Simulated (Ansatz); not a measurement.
## Electronic structure of AlBr$_{2}$Cl (SMILES [Cl][Al]([Br])[Br]) in real space

The calculation's input:

```
crystal:
  periodic: [false, false, false]
  atoms:
    - { symbol: Cl, position_ang: [-0.0341, 0.5093, 2.1878] }
    - { symbol: Al, position_ang: [-0.0174, -0.0023, 0.0358] }
    - { symbol: Br, position_ang: [1.2166, -1.8825, -0.6752] }
    - { symbol: Br, position_ang: [-1.1096, 1.3152, -1.5686] }
basis:
  gaussian:
    orbitals: def2-SVP
hamiltonian:
  xc: blyp
output:
  orbitals: {}
  forces: true
```

Run with:

```sh
python albr2cl_methods.py
```

Not at a stationary point (largest force 1.4 eV/Å).

All numbers below come from Ansatz 0.2.0, SCF blyp, Gaussian basis.

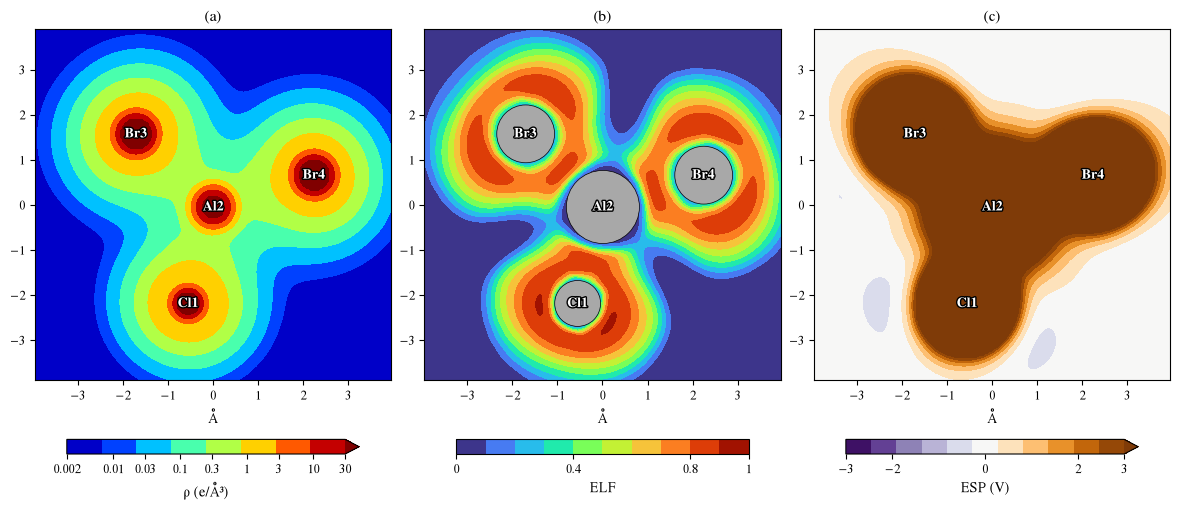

Figure 1. (a) total electron density; (b) ELF; (c) electrostatic potential on the molecular plane. Grey discs cover the atomic cores in the ELF map.

### Describe what can be read from this map.

- The plane passes through Cl, Al and Br nuclei.
- Al–Cl (2.21 Å): ρ at the midpoint is about 0.58 e/Å³; the ELF peaks at about 0.85 in the valence shell of Cl, 1.0 Å from its nucleus, and is about 0.80 at the midpoint.
- Al–Br (2.35 Å): ρ is about 0.56 e/Å³ halfway; the ELF peaks at about 0.85 in the valence shell of Br, 1.1 Å from its nucleus, and is about 0.85 at the midpoint.
- The ELF also peaks beside Cl1, Br4 and Br3, away from the bonds: lone-pair regions.
- Outside the dense part of the molecule the potential is most negative (−0.3 V) near Cl1.

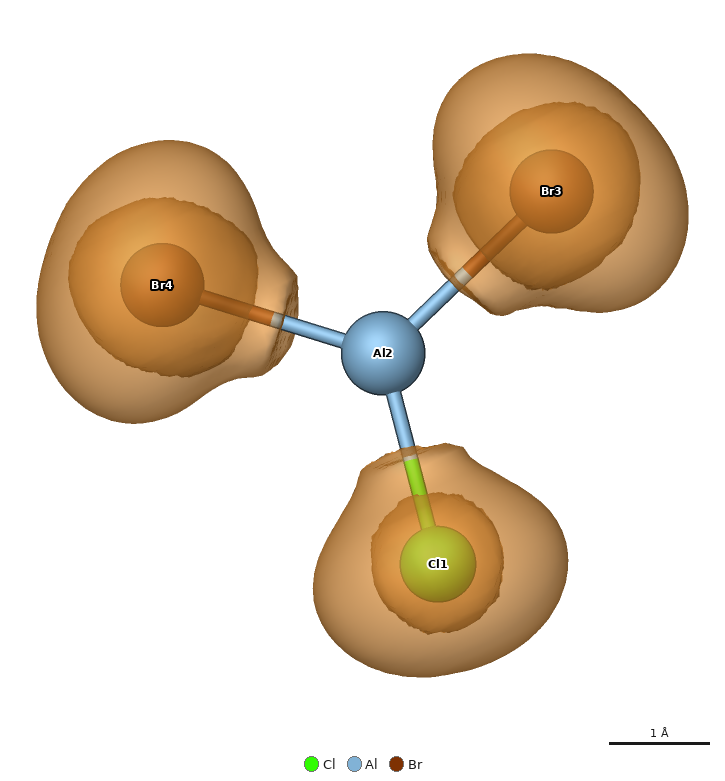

Figure 2. Isosurface of the electron localisation function at 0.75 (orange), seen across its widest extent. Only the valence region is drawn (cores and ρ < 0.01 e/Å³ removed).

### Identify the bonds, lone pairs and shells in this picture.

The surface consists of two regions on Br in which the atom's valence shell and bonds are merged and one region on Cl in which the atom's valence shell and bonds are merged.

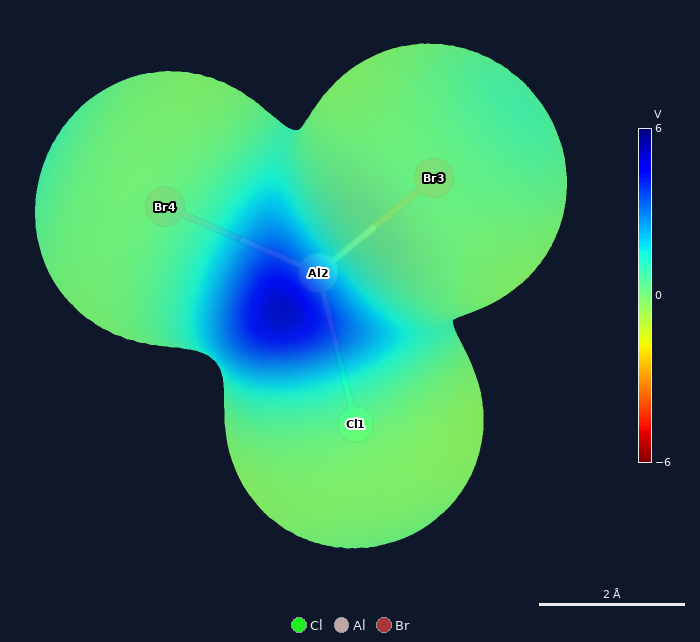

Figure 3. The molecular electrostatic potential painted on the density surface at 0.004 e/bohr³, seen at a tilt; the colour scale runs from red (negative) to blue (positive).

### Describe the electrostatic potential map.

The most negative region (about −0.3 V) lies over Cl1, the most positive (about +5.2 V, or +120 kcal/mol for a unit charge) over Al2. Cl1 shows a σ-hole: about +0.3 V at the tip opposite its bond, against about −0.2 V on its flanks. Br3 shows a σ-hole: about +0.8 V, or +18 kcal/mol for a unit charge at the tip opposite its bond, against about −0.1 V on its flanks. Br4 shows a σ-hole: about +0.9 V, or +21 kcal/mol for a unit charge at the tip opposite its bond, against about 0.0 V on its flanks.
